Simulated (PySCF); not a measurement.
**CH7NOSi3: NMR shifts at several levels of theory**

Aim: compute the NMR shifts of CH7NOSi3 (`N#C[Si@H]([SiH3])O[SiH3]`) at several levels, and see how far they spread and what each costs.

Computed with PySCF 2.14.0, with density-fitted response routines of our own, on a single molecule in the gas phase. Atoms are numbered from 0 throughout.

**1. The molecule as given**

13 atoms, charge 0, multiplicity 1; geometry from: PBE0-D3(BJ)/def2-SVP.

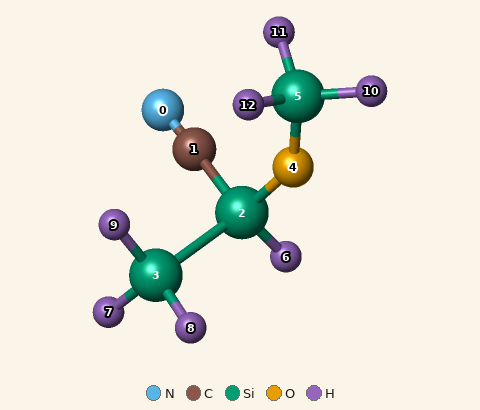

As it starts; nitrogen blue, carbon brown, silicon teal, oxygen amber, hydrogen purple, atoms numbered.

**2. NMR shieldings: HF/pcSseg-1**

The job: settings as JSON, then the geometry in Å.

```
{"job": {"kind": "nmr", "xc": "HF", "basis": "pcSseg-1", "pop": false}, "charge": 0, "multiplicity": 1}
N      0.727614     2.903692    -1.181434
C      0.418069     1.785481    -1.173133
Si    -0.125082    -0.001034    -1.101664
Si    -2.247235    -0.022959    -0.105050
O      0.977350    -0.836925    -0.204845
Si     1.905261    -0.815259     1.181171
H     -0.103806    -0.496317    -2.503083
H     -3.187712     0.809818    -0.912962
H     -2.750242    -1.428288    -0.038258
H     -2.131983     0.533917     1.276153
H      2.764944    -2.029529     1.168572
H      2.744346     0.417215     1.205746
H      1.013206    -0.836838     2.378449
```

Level: GIAO HF/pcSseg-1 NMR shielding, non-relativistic, gas phase.

On the command line:

```
$ OMP_NUM_THREADS=1 python probes_run.py task.json out
```

The driver reads the jobs from task.json and runs them one after another.

Standard output:

```text
final grid: 106792 points
cycle   1  E = -1037.9136855602  dE =  1.737e-01  |g| = 7.087e-01  |ddm| = 3.223e+00
cycle   2  E = -1038.0018624729  dE = -8.818e-02  |g| = 5.343e-01  |ddm| = 8.388e-01
cycle   3  E = -1038.0575635718  dE = -5.570e-02  |g| = 8.552e-02  |ddm| = 3.517e-01
cycle   4  E = -1038.0602452783  dE = -2.682e-03  |g| = 4.150e-02  |ddm| = 1.249e-01
cycle   5  E = -1038.0606376598  dE = -3.924e-04  |g| = 8.341e-03  |ddm| = 4.098e-02
cycle   6  E = -1038.0606654777  dE = -2.782e-05  |g| = 2.846e-03  |ddm| = 1.346e-02
cycle   7  E = -1038.0606684588  dE = -2.981e-06  |g| = 7.637e-04  |ddm| = 4.986e-03
cycle   8  E = -1038.0606686789  dE = -2.201e-07  |g| = 1.454e-04  |ddm| = 1.380e-03
cycle   9  E = -1038.0606686928  dE = -1.389e-08  |g| = 4.830e-05  |ddm| = 3.040e-04
cycle  10  E = -1038.0606686957  dE = -2.873e-09  |g| = 2.713e-05  |ddm| = 9.341e-05
cycle  11  E = -1038.0606686970  dE = -1.316e-09  |g| = 1.190e-05  |ddm| = 6.960e-05
cycle  12  E = -1038.0606686972  dE = -2.435e-10  |g| = 2.486e-06  |ddm| = 3.809e-05
converged SCF energy = -1038.0606686972

GIAO shielding tensors (ppm)
atom      isotropic    diamagn.    paramagn.     s11        s22        s33       span
  0 N     -122.912     336.606    -459.518   -321.943   -316.655    269.861    591.804
  1 C       58.197     265.503    -207.307    -63.634    -62.290    300.514    364.148
  2 Si     433.147     875.238    -442.091    355.173    451.132    493.136    137.963
  3 Si     487.010     877.085    -390.075    481.479    487.245    492.306     10.827
  4 O      341.134     403.617     -62.483    289.380    344.216    389.805    100.425
  5 Si     434.345     874.984    -440.640    403.359    410.975    488.700     85.340
  6 H       26.936      27.754      -0.817     24.080     24.823     31.907      7.828
  7 H       28.350      28.595      -0.245     25.127     26.198     33.725      8.599
  8 H       28.264      29.071      -0.808     25.053     26.124     33.614      8.560
  9 H       28.127      30.118      -1.991     25.095     26.605     32.680      7.584
 10 H       27.189      28.198      -1.010     23.836     25.184     32.545      8.709
 11 H       27.004      29.390      -2.386     23.639     25.962     31.410      7.772
 12 H       27.199      29.923      -2.724     23.637     26.254     31.705      8.068
```

Run time: 8.6 s. Hardware: 1 thread of Arm Neoverse V2, shared host; peak memory 0.85 GiB.

The references, computed at this level on geometries of the same kind, shield at (ppm): ¹H TMS 31.69, ¹³C TMS 190.8, ²⁹Si TMS 393.4, ¹⁵N NH3 265.7, ¹⁷O H2O 333.3. Their shielding less the atom's gives the shift. The references are single molecules in the gas phase, so shifts against H2O, NH3, PH3, H3PO4 or CFCl3 are not on the usual liquid scales and can be off by tens of ppm. Atoms listed in one row are averaged.

| atoms | environment | σ (ppm) | δ (ppm) |
| --- | --- | --- | --- |
| C1 | nitrile carbon | 58.2 | 132.7 |
| H6 | hydrogen on a silicon bonded to C, O, Si | 26.94 | 4.75 |
| H10, H11, H12 | hydrogen on a silicon bonded to O | 27.13 | 4.56 |
| H7, H8, H9 | hydrogen on a silicon bonded to Si | 28.25 | 3.44 |
| N0 | nitrile nitrogen | -122.9 | 388.6 |
| Si2 | silicon bonded to C, O, Si, H | 433.1 | -39.7 |
| Si5 | silicon bonded to O, 3 H | 434.3 | -40.9 |
| Si3 | silicon bonded to Si, 3 H | 487.0 | -93.6 |
| O4 | oxygen bonded to 2 Si | 341.1 | -7.8 |

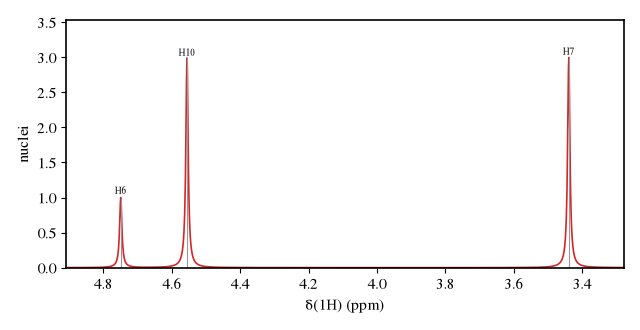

¹H lines at the computed shifts, without couplings. Lines are broadened to a width of 0.01 ppm (Lorentzian).

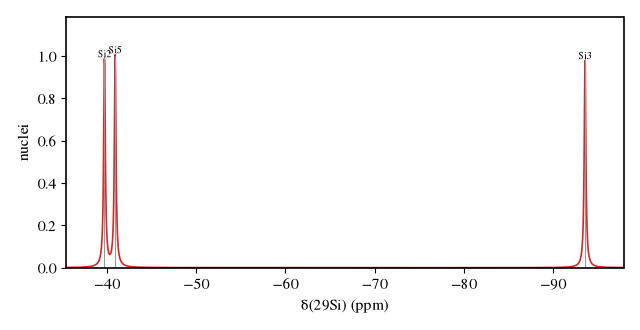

²⁹Si lines at the computed shifts, without couplings. Lines are broadened to a width of 0.22 ppm (Lorentzian).

**3. Shielding tensors: LDA/pcSseg-1**

Settings changed since step 2:

```diff
@@ -1,2 +1,2 @@
-{"job": {"kind": "nmr", "xc": "HF", "basis": "pcSseg-1", "pop": false}, "charge": 0, "multiplicity": 1}
+{"job": {"kind": "nmr", "xc": "LDA", "basis": "pcSseg-1", "pop": false}, "charge": 0, "multiplicity": 1}
 N      0.727614     2.903692    -1.181434
```

With the program's defaults for keys left out, this is: GIAO LDA/pcSseg-1 NMR shielding, non-relativistic, gas phase.

Standard output:

```text
coarse grid: 12448 points
cycle   1  E = -1035.7666457647  dE =  3.189e-01  |g| = 8.986e-01  |ddm| = 3.381e+00
cycle   2  E = -1034.7842848729  dE =  9.824e-01  |g| = 2.325e+00  |ddm| = 3.282e+00
cycle   3  E = -1035.8956116555  dE = -1.111e+00  |g| = 2.602e-01  |ddm| = 2.932e+00
cycle   4  E = -1035.9000709199  dE = -4.459e-03  |g| = 2.384e-01  |ddm| = 3.286e-01
cycle   5  E = -1035.9094167194  dE = -9.346e-03  |g| = 1.155e-01  |ddm| = 1.899e-01
cycle   6  E = -1035.9125017528  dE = -3.085e-03  |g| = 1.149e-02  |ddm| = 9.867e-02
cycle   7  E = -1035.9125386787  dE = -3.693e-05  |g| = 3.587e-03  |ddm| = 1.771e-02
cycle   8  E = -1035.9125422297  dE = -3.551e-06  |g| = 7.257e-04  |ddm| = 4.843e-03
final grid: 106792 points
cycle   9  E = -1035.9437146748  dE = -1.113e-05  |g| = 1.154e-03  |ddm| = 1.139e-02
cycle  10  E = -1035.9437137076  dE =  9.672e-07  |g| = 2.421e-03  |ddm| = 3.014e-03
cycle  11  E = -1035.9437148275  dE = -1.120e-06  |g| = 1.005e-03  |ddm| = 1.820e-03
cycle  12  E = -1035.9437150459  dE = -2.184e-07  |g| = 1.697e-04  |ddm| = 7.948e-04
cycle  13  E = -1035.9437150533  dE = -7.407e-09  |g| = 5.877e-05  |ddm| = 1.920e-04
cycle  14  E = -1035.9437150539  dE = -5.959e-10  |g| = 1.470e-05  |ddm| = 5.509e-05
converged SCF energy = -1035.9437150539

GIAO shielding tensors (ppm)
atom      isotropic    diamagn.    paramagn.     s11        s22        s33       span
  0 N     -116.974     338.831    -455.805   -308.471   -301.082    258.631    567.103
  1 C       53.296     263.198    -209.902    -63.180    -60.859    283.926    347.106
  2 Si     354.782     880.504    -525.722    254.992    363.640    445.715    190.723
  3 Si     438.413     882.098    -443.685    425.154    443.930    446.153     20.999
  4 O      319.932     398.629     -78.697    226.268    342.517    391.011    164.742
  5 Si     346.826     880.332    -533.505    294.876    302.759    442.843    147.967
  6 H       24.937      26.889      -1.953     22.017     23.166     29.627      7.611
  7 H       27.171      27.766      -0.595     24.032     25.031     32.451      8.419
  8 H       27.058      28.299      -1.241     23.973     24.955     32.245      8.272
  9 H       26.881      29.456      -2.575     23.897     25.433     31.314      7.417
 10 H       25.413      27.347      -1.934     22.124     23.623     30.491      8.367
 11 H       25.163      28.616      -3.453     21.946     23.994     29.548      7.603
 12 H       25.331      29.221      -3.890     21.830     24.344     29.821      7.991
```

It took 15 s on 1 thread of Arm Neoverse V2, shared host; peak memory 0.81 GiB.

In short: δ C1 127.4, N0 388.9, Si5 -28.5, Si2 -36.4, H6 5.89, H10 5.53 ppm (means over like atoms).

**4. Shielding tensors: PBE/pcSseg-1**

Settings changed since step 3:

```diff
@@ -1,2 +1,2 @@
-{"job": {"kind": "nmr", "xc": "LDA", "basis": "pcSseg-1", "pop": false}, "charge": 0, "multiplicity": 1}
+{"job": {"kind": "nmr", "xc": "PBE", "basis": "pcSseg-1", "pop": false}, "charge": 0, "multiplicity": 1}
 N      0.727614     2.903692    -1.181434
```

With the program's defaults for keys left out, this is: GIAO PBE/pcSseg-1 NMR shielding, non-relativistic, gas phase.

Standard output:

```text
coarse grid: 12448 points
cycle   1  E = -1039.9263197592  dE =  3.260e-01  |g| = 9.057e-01  |ddm| = 3.388e+00
cycle   2  E = -1038.9711385981  dE =  9.552e-01  |g| = 2.294e+00  |ddm| = 3.170e+00
cycle   3  E = -1040.0582605903  dE = -1.087e+00  |g| = 2.802e-01  |ddm| = 2.820e+00
cycle   4  E = -1040.0631063167  dE = -4.846e-03  |g| = 2.595e-01  |ddm| = 3.271e-01
cycle   5  E = -1040.0751520867  dE = -1.205e-02  |g| = 1.053e-01  |ddm| = 2.048e-01
cycle   6  E = -1040.0778085380  dE = -2.656e-03  |g| = 1.051e-02  |ddm| = 9.703e-02
cycle   7  E = -1040.0778417538  dE = -3.322e-05  |g| = 3.408e-03  |ddm| = 1.718e-02
cycle   8  E = -1040.0778449273  dE = -3.174e-06  |g| = 5.797e-04  |ddm| = 4.497e-03
final grid: 106792 points
cycle   9  E = -1040.1342746083  dE =  1.112e-06  |g| = 1.226e-02  |ddm| = 2.038e-02
cycle  10  E = -1040.1341471906  dE =  1.274e-04  |g| = 2.847e-02  |ddm| = 3.035e-02
cycle  11  E = -1040.1342956400  dE = -1.484e-04  |g| = 5.030e-03  |ddm| = 2.320e-02
cycle  12  E = -1040.1343007336  dE = -5.094e-06  |g| = 1.868e-03  |ddm| = 3.566e-03
cycle  13  E = -1040.1343014492  dE = -7.156e-07  |g| = 2.066e-04  |ddm| = 1.431e-03
cycle  14  E = -1040.1343014617  dE = -1.249e-08  |g| = 3.263e-05  |ddm| = 2.985e-04
cycle  15  E = -1040.1343014620  dE = -3.022e-10  |g| = 6.505e-06  |ddm| = 5.394e-05
converged SCF energy = -1040.1343014620

GIAO shielding tensors (ppm)
atom      isotropic    diamagn.    paramagn.     s11        s22        s33       span
  0 N     -105.559     338.670    -444.229   -295.596   -286.082    265.002    560.597
  1 C       58.604     263.798    -205.194    -55.446    -52.920    284.179    339.625
  2 Si     375.500     880.077    -504.577    283.615    384.596    458.289    174.674
  3 Si     446.698     881.411    -434.714    437.172    450.786    452.135     14.963
  4 O      317.147     399.143     -81.995    233.391    336.083    381.968    148.577
  5 Si     368.705     879.725    -511.020    322.542    330.835    452.737    130.195
  6 H       25.598      27.416      -1.818     22.718     23.813     30.262      7.545
  7 H       27.664      28.320      -0.656     24.618     25.588     32.788      8.170
  8 H       27.564      28.869      -1.305     24.570     25.517     32.604      8.035
  9 H       27.405      30.072      -2.668     24.516     25.994     31.704      7.188
 10 H       26.041      27.869      -1.828     22.769     24.250     31.103      8.334
 11 H       25.783      29.187      -3.404     22.571     24.639     30.139      7.568
 12 H       25.949      29.813      -3.864     22.465     24.968     30.413      7.948
```

It took 19 s on 1 thread of Arm Neoverse V2, shared host; peak memory 0.81 GiB.

This run: δ C1 121.4, N0 370.6, Si5 -34.1, Si2 -40.9, H6 5.60, H10 5.27 ppm (means over like atoms).

**5. Shielding tensors: BLYP/pcSseg-1**

Settings changed since step 4:

```diff
@@ -1,2 +1,2 @@
-{"job": {"kind": "nmr", "xc": "PBE", "basis": "pcSseg-1", "pop": false}, "charge": 0, "multiplicity": 1}
+{"job": {"kind": "nmr", "xc": "BLYP", "basis": "pcSseg-1", "pop": false}, "charge": 0, "multiplicity": 1}
 N      0.727614     2.903692    -1.181434
```

Method: GIAO BLYP/pcSseg-1 NMR shielding, non-relativistic, gas phase.

Standard output:

```text
coarse grid: 12448 points
cycle   1  E = -1040.5099874330  dE =  3.337e-01  |g| = 9.862e-01  |ddm| = 3.401e+00
cycle   2  E = -1039.3544497670  dE =  1.156e+00  |g| = 2.505e+00  |ddm| = 3.496e+00
cycle   3  E = -1040.6635140814  dE = -1.309e+00  |g| = 3.074e-01  |ddm| = 3.156e+00
cycle   4  E = -1040.6688512505  dE = -5.337e-03  |g| = 2.919e-01  |ddm| = 3.694e-01
cycle   5  E = -1040.6836606785  dE = -1.481e-02  |g| = 1.251e-01  |ddm| = 2.315e-01
cycle   6  E = -1040.6873689471  dE = -3.708e-03  |g| = 1.196e-02  |ddm| = 1.124e-01
cycle   7  E = -1040.6874122669  dE = -4.332e-05  |g| = 3.899e-03  |ddm| = 1.960e-02
cycle   8  E = -1040.6874163518  dE = -4.085e-06  |g| = 6.511e-04  |ddm| = 5.153e-03
final grid: 106792 points
cycle   9  E = -1040.7437370257  dE = -1.034e-05  |g| = 5.462e-03  |ddm| = 1.579e-02
cycle  10  E = -1040.7437156806  dE =  2.135e-05  |g| = 1.183e-02  |ddm| = 1.263e-02
cycle  11  E = -1040.7437404635  dE = -2.478e-05  |g| = 3.009e-03  |ddm| = 9.586e-03
cycle  12  E = -1040.7437422527  dE = -1.789e-06  |g| = 1.207e-03  |ddm| = 2.303e-03
cycle  13  E = -1040.7437425477  dE = -2.949e-07  |g| = 9.839e-05  |ddm| = 8.420e-04
cycle  14  E = -1040.7437425506  dE = -2.970e-09  |g| = 2.163e-05  |ddm| = 1.709e-04
cycle  15  E = -1040.7437425507  dE = -1.194e-10  |g| = 5.341e-06  |ddm| = 3.416e-05
converged SCF energy = -1040.7437425507

GIAO shielding tensors (ppm)
atom      isotropic    diamagn.    paramagn.     s11        s22        s33       span
  0 N     -108.080     339.785    -447.865   -299.756   -291.023    266.537    566.293
  1 C       55.371     263.593    -208.222    -60.381    -57.840    284.333    344.714
  2 Si     368.722     879.891    -511.169    278.433    379.413    448.319    169.886
  3 Si     433.983     881.062    -447.080    424.655    437.474    439.819     15.164
  4 O      311.883     400.106     -88.223    233.009    329.229    373.411    140.402
  5 Si     365.069     879.343    -514.274    321.087    329.588    444.531    123.443
  6 H       25.950      27.756      -1.806     23.090     24.169     30.592      7.503
  7 H       27.934      28.604      -0.669     24.998     25.933     32.872      7.874
  8 H       27.836      29.225      -1.389     24.948     25.850     32.709      7.761
  9 H       27.690      30.560      -2.870     24.907     26.331     31.833      6.926
 10 H       26.357      28.151      -1.794     23.100     24.570     31.401      8.300
 11 H       26.092      29.520      -3.428     22.892     24.975     30.411      7.520
 12 H       26.261      30.188      -3.927     22.798     25.292     30.692      7.894
```

Run time: 19 s. Hardware: 1 thread of Arm Neoverse V2, shared host; peak memory 0.81 GiB.

Key values: δ C1 119.9, N0 370.6, Si5 -41.6, Si2 -45.3, H6 5.41, H10 5.12 ppm (means over like atoms).

**6. Nuclear shieldings: BP86/pcSseg-1**

Settings changed since step 5:

```diff
@@ -1,2 +1,2 @@
-{"job": {"kind": "nmr", "xc": "BLYP", "basis": "pcSseg-1", "pop": false}, "charge": 0, "multiplicity": 1}
+{"job": {"kind": "nmr", "xc": "BP86", "basis": "pcSseg-1", "pop": false}, "charge": 0, "multiplicity": 1}
 N      0.727614     2.903692    -1.181434
```

With the program's defaults for keys left out, this is: GIAO BP86/pcSseg-1 NMR shielding, non-relativistic, gas phase.

Standard output:

```text
coarse grid: 12448 points
cycle   1  E = -1040.6592272389  dE =  3.249e-01  |g| = 9.135e-01  |ddm| = 3.386e+00
cycle   2  E = -1039.6979510088  dE =  9.613e-01  |g| = 2.301e+00  |ddm| = 3.093e+00
cycle   3  E = -1040.7934387966  dE = -1.095e+00  |g| = 2.802e-01  |ddm| = 2.742e+00
cycle   4  E = -1040.7978287065  dE = -4.390e-03  |g| = 2.631e-01  |ddm| = 3.255e-01
cycle   5  E = -1040.8105512150  dE = -1.272e-02  |g| = 1.013e-01  |ddm| = 2.066e-01
cycle   6  E = -1040.8130278509  dE = -2.477e-03  |g| = 1.031e-02  |ddm| = 9.419e-02
cycle   7  E = -1040.8130592612  dE = -3.141e-05  |g| = 3.424e-03  |ddm| = 1.683e-02
cycle   8  E = -1040.8130624806  dE = -3.219e-06  |g| = 5.665e-04  |ddm| = 4.489e-03
final grid: 106792 points
cycle   9  E = -1040.8714441663  dE = -1.061e-05  |g| = 6.953e-03  |ddm| = 1.723e-02
cycle  10  E = -1040.8714027724  dE =  4.139e-05  |g| = 1.610e-02  |ddm| = 1.694e-02
cycle  11  E = -1040.8714503427  dE = -4.757e-05  |g| = 2.850e-03  |ddm| = 1.298e-02
cycle  12  E = -1040.8714513638  dE = -1.021e-06  |g| = 1.522e-03  |ddm| = 2.180e-03
cycle  13  E = -1040.8714519064  dE = -5.426e-07  |g| = 7.875e-05  |ddm| = 9.474e-04
cycle  14  E = -1040.8714519081  dE = -1.697e-09  |g| = 1.734e-05  |ddm| = 1.182e-04
cycle  15  E = -1040.8714519082  dE = -7.094e-11  |g| = 3.315e-06  |ddm| = 2.475e-05
converged SCF energy = -1040.8714519082

GIAO shielding tensors (ppm)
atom      isotropic    diamagn.    paramagn.     s11        s22        s33       span
  0 N     -103.988     338.587    -442.575   -293.403   -284.168    265.606    559.009
  1 C       58.587     263.805    -205.218    -55.492    -52.963    284.216    339.709
  2 Si     374.769     880.064    -505.295    283.246    384.661    456.399    173.153
  3 Si     443.686     881.354    -437.668    434.178    447.851    449.028     14.850
  4 O      316.692     399.359     -82.667    235.531    334.495    380.050    144.519
  5 Si     367.545     879.643    -512.098    322.589    330.778    449.267    126.678
  6 H       25.693      27.493      -1.799     22.817     23.893     30.371      7.554
  7 H       27.728      28.378      -0.650     24.695     25.669     32.821      8.126
  8 H       27.633      28.941      -1.308     24.654     25.602     32.642      7.987
  9 H       27.481      30.155      -2.675     24.620     26.079     31.743      7.123
 10 H       26.146      27.931      -1.786     22.869     24.351     31.217      8.348
 11 H       25.886      29.251      -3.365     22.663     24.757     30.238      7.575
 12 H       26.054      29.887      -3.833     22.567     25.085     30.509      7.942
```

It took 19 s on 1 thread of Arm Neoverse V2, shared host; peak memory 0.8 GiB.

In short: δ C1 121.2, N0 367.1, Si5 -33.6, Si2 -40.9, H6 5.57, H10 5.24 ppm (means over like atoms).

**7. NMR shieldings: OPBE/pcSseg-1**

Settings changed since step 6:

```diff
@@ -1,2 +1,2 @@
-{"job": {"kind": "nmr", "xc": "BP86", "basis": "pcSseg-1", "pop": false}, "charge": 0, "multiplicity": 1}
+{"job": {"kind": "nmr", "xc": "OPBE", "basis": "pcSseg-1", "pop": false}, "charge": 0, "multiplicity": 1}
 N      0.727614     2.903692    -1.181434
```

With the program's defaults for keys left out, this is: GIAO OPBE/pcSseg-1 NMR shielding, non-relativistic, gas phase.

Standard output:

```text
coarse grid: 12448 points
cycle   1  E = -1040.3790332634  dE =  2.920e-01  |g| = 8.249e-01  |ddm| = 3.410e+00
cycle   2  E = -1039.6456684241  dE =  7.334e-01  |g| = 2.017e+00  |ddm| = 2.690e+00
cycle   3  E = -1040.4940776959  dE = -8.484e-01  |g| = 2.673e-01  |ddm| = 2.307e+00
cycle   4  E = -1040.4981611587  dE = -4.083e-03  |g| = 2.451e-01  |ddm| = 2.821e-01
cycle   5  E = -1040.5103563644  dE = -1.220e-02  |g| = 6.837e-02  |ddm| = 1.884e-01
cycle   6  E = -1040.5115659345  dE = -1.210e-03  |g| = 7.809e-03  |ddm| = 7.261e-02
cycle   7  E = -1040.5115840239  dE = -1.809e-05  |g| = 2.713e-03  |ddm| = 1.319e-02
cycle   8  E = -1040.5115861570  dE = -2.133e-06  |g| = 4.177e-04  |ddm| = 3.745e-03
final grid: 106792 points
cycle   9  E = -1040.5560478137  dE = -8.549e-05  |g| = 2.369e-02  |ddm| = 4.633e-02
cycle  10  E = -1040.5557251285  dE =  3.227e-04  |g| = 4.698e-02  |ddm| = 5.334e-02
cycle  11  E = -1040.5561294219  dE = -4.043e-04  |g| = 4.294e-03  |ddm| = 4.081e-02
cycle  12  E = -1040.5561312538  dE = -1.832e-06  |g| = 2.563e-03  |ddm| = 4.466e-03
cycle  13  E = -1040.5561327488  dE = -1.495e-06  |g| = 2.229e-04  |ddm| = 1.469e-03
cycle  14  E = -1040.5561327614  dE = -1.264e-08  |g| = 4.977e-05  |ddm| = 3.584e-04
cycle  15  E = -1040.5561327623  dE = -8.513e-10  |g| = 7.485e-06  |ddm| = 9.548e-05
converged SCF energy = -1040.5561327623

GIAO shielding tensors (ppm)
atom      isotropic    diamagn.    paramagn.     s11        s22        s33       span
  0 N      -89.394     337.158    -426.552   -275.618   -263.939    271.374    546.993
  1 C       66.847     264.718    -197.872    -43.016    -40.614    284.169    327.185
  2 Si     398.748     880.112    -481.364    312.094    407.847    476.303    164.209
  3 Si     464.275     881.551    -417.276    456.903    466.843    469.080     12.177
  4 O      323.287     398.728     -75.441    247.074    339.401    383.388    136.314
  5 Si     390.424     879.968    -489.545    347.059    355.451    468.761    121.701
  6 H       25.704      27.274      -1.570     22.839     23.911     30.363      7.524
  7 H       27.684      28.335      -0.651     24.603     25.581     32.867      8.264
  8 H       27.590      28.838      -1.247     24.569     25.532     32.671      8.102
  9 H       27.425      29.967      -2.542     24.495     25.997     31.783      7.288
 10 H       26.154      27.837      -1.682     22.889     24.367     31.207      8.318
 11 H       25.904      29.170      -3.266     22.692     24.758     30.263      7.571
 12 H       26.064      29.790      -3.726     22.581     25.094     30.516      7.935
```

It took 19 s on 1 thread of Arm Neoverse V2, shared host; peak memory 0.8 GiB.

In short: δ C1 118.3, N0 353.5, Si5 -30.1, Si2 -38.5, H6 5.52, H10 5.19 ppm (means over like atoms).

(Part 1 of 2 ends here.)
